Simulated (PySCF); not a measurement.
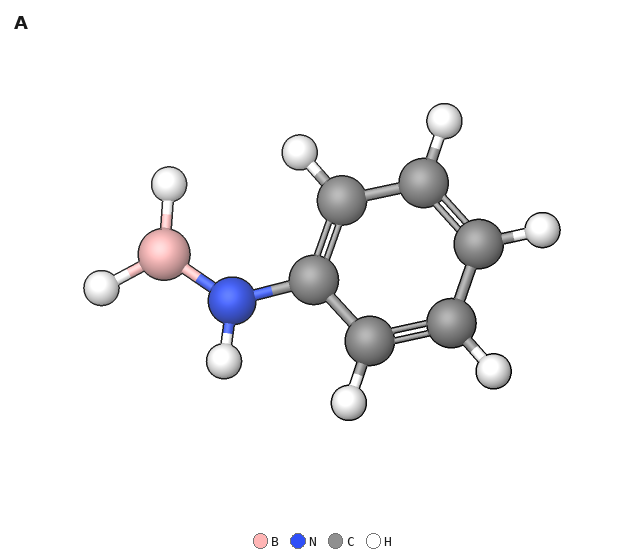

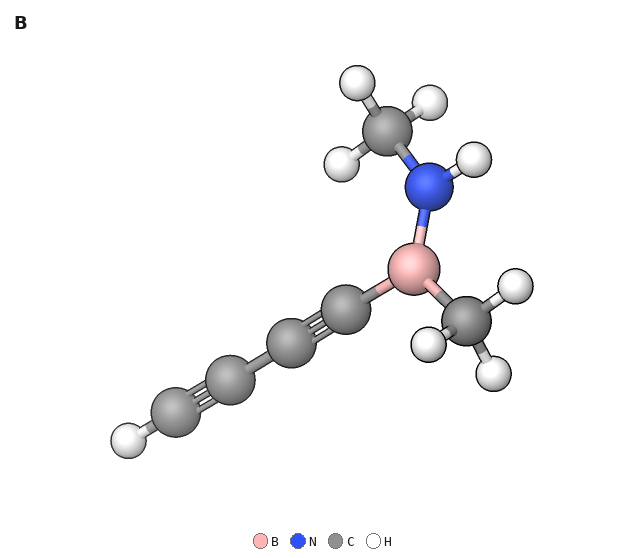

2 stationary structures of one formula. Geometries: GFN2-xTB. Electronic energies: ωB97X-D/def2-SVPD (PySCF 2.14.0), without zero-point energy. No frequency run is at hand to confirm each as a minimum. Each is one conformer, not always the lowest.

Question: Which structure is the most stable?

Answer: A is lowest; B lies 263.0 kJ/mol above it. A is `BNc1ccccc1`, B is `C#CC#CB(C)NC`.

The geometry is semi-empirical. Around B such bond lengths and angles can be off by a tenth of an ångström or more and by several degrees, and values that hang on the shape move with them.
